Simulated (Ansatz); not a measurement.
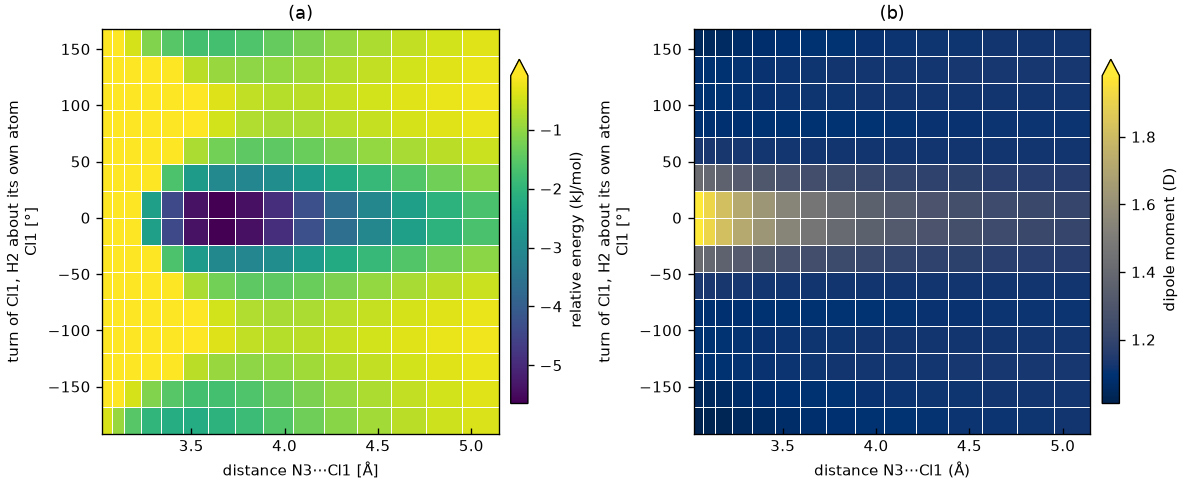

The pair ClH···N₂. The turn is about an axis along (0.84, 0.54, 0.01) in the frame of the relaxed pair, normal to the line between the partners. The first coordinate is: distance N3···Cl1; the second: turn of Cl1, H2 about its own atom Cl1. The scan uses a 15 × 15 grid; 199 points were computed and 26 follow by symmetry. Points are written as (first, second). Energies are in kJ/mol, from the two partners far apart, frozen as in the relaxed pair, each in its own basis (no counterpoise correction). All numbers below come from RKS PBE0-D4/def2-TZVPD in Ansatz 0.2.0.

Panel (a) is the energy and panel (b) the computed dipole moment on the same grid.

The picture shows one coloured cell a grid point, one colour for all values above the top of the scale.

Q: How does the dipole moment vary over the map, and what is it at the lowest grid point?

A: Leaving out the highest fifth of the energies, it runs from 1.01 D at (3.049 Å, −180°) to 1.82 D at (3.180 Å, −12°). At the lowest grid point, (3.660 Å, −12°), it is 1.47 D.

```csv
"second ↓, first →",3.049,3.099,3.180,3.281,3.395,3.522,3.660,3.807,3.963,4.127,4.298,4.476,4.661,4.852,5.049
156,1.04,1.05,1.06,1.07,1.08,1.09,1.10,1.10,1.11,1.11,1.11,1.12,1.12,1.12,1.12
132,1.09,1.09,1.10,1.10,1.11,1.11,1.12,1.12,1.12,1.12,1.12,1.12,1.13,1.13,1.13
108,1.10,1.10,1.10,1.10,1.11,1.11,1.11,1.12,1.12,1.12,1.12,1.12,1.12,1.12,1.12
84,1.09,1.09,1.09,1.09,1.09,1.09,1.10,1.10,1.10,1.10,1.11,1.11,1.11,1.11,1.11
60,1.14,1.13,1.13,1.13,1.12,1.12,1.12,1.12,1.12,1.12,1.12,1.12,1.12,1.12,1.12
36,1.41,1.39,1.36,1.33,1.30,1.27,1.25,1.23,1.21,1.20,1.19,1.18,1.17,1.17,1.16
12,1.98,1.92,1.82,1.72,1.62,1.54,1.47,1.41,1.36,1.32,1.28,1.26,1.24,1.22,1.21
−12,1.98,1.92,1.82,1.72,1.62,1.54,1.47,1.41,1.36,1.32,1.28,1.26,1.24,1.22,1.21
−36,1.41,1.39,1.36,1.33,1.30,1.27,1.25,1.23,1.21,1.20,1.19,1.18,1.17,1.17,1.16
−60,1.14,1.13,1.13,1.13,1.12,1.12,1.12,1.12,1.12,1.12,1.12,1.12,1.12,1.12,1.12
−84,1.09,1.09,1.09,1.09,1.09,1.09,1.10,1.10,1.10,1.10,1.11,1.11,1.11,1.11,1.11
−108,1.10,1.10,1.10,1.10,1.11,1.11,1.11,1.12,1.12,1.12,1.12,1.12,1.12,1.12,1.12
−132,1.09,1.09,1.10,1.10,1.11,1.11,1.12,1.12,1.12,1.12,1.12,1.12,1.13,1.13,1.13
−156,1.04,1.05,1.06,1.07,1.08,1.09,1.10,1.10,1.11,1.11,1.11,1.12,1.12,1.12,1.12
−180,1.01,1.02,1.03,1.05,1.06,1.07,1.08,1.09,1.10,1.10,1.11,1.11,1.11,1.12,1.12
```
